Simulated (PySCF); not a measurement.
F4Zr, SMILES `F[Zr](F)(F)F`.

PySCF calculation, PBE/def2-TZVP, gas phase; geometry: GFN2-xTB. Core potentials replace the inner electrons of Zr; spin–orbit coupling isn't included. This is a single-reference result, which may miss multireference character in this system. No frequency check shows the geometry to be a minimum. A basis without diffuse functions makes polarisabilities too small. GFN2-xTB bond lengths at metals and heavier atoms can be off by up to 0.1 Å and shapes distorted, which carries into these values.

Geometry (Å), atoms numbered from 1:

```
F1       1.0639   -1.1223   -1.0021
Zr2      0.0001    0.0001    0.0001
F3       1.0641    1.1220    1.0018
F4      -1.0642   -1.0023    1.1218
F5      -1.0642    1.0022   -1.1220
```

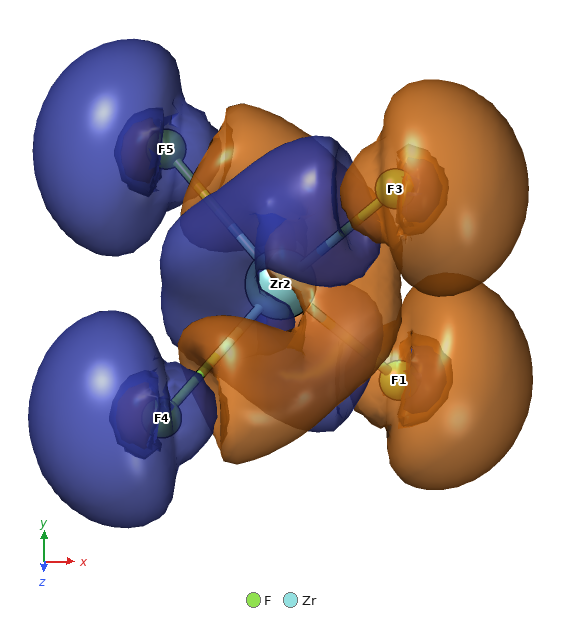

Change of the electron density in a uniform field of 0.21 V/Å, surfaces at ±0.001 e/Å³ (orange: gain, blue: loss).

The field was applied in both directions; the picture shows the one opposite to the script's first.

### Along which Cartesian direction does the field point?

Along −x: electrons gather on the +x side, against the field.

### How large is the response?

The induced dipole is 0.33 D (along the field); α along this axis, from the fields in both directions, is 32 bohr³ (4.8 Å³).
